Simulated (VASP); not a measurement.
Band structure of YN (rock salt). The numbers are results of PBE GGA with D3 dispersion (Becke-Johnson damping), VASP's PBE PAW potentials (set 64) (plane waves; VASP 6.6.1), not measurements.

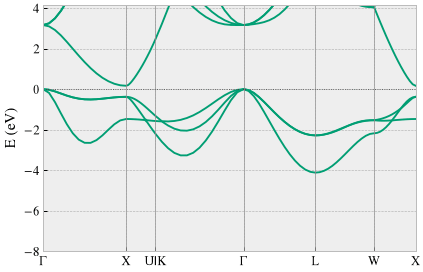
Fig. 1. Bands along high-symmetry lines, zero at the valence-band maximum or, without a gap, the Fermi level

Q: Read the plot: is there a gap, and where are the band edges?

A: The gap is indirect, 0.17 eV, from the valence maximum at Γ to the conduction minimum at X. (Edges off the drawn lines would not show.)

The compound is YN in the rock salt structure. It was relaxed first.
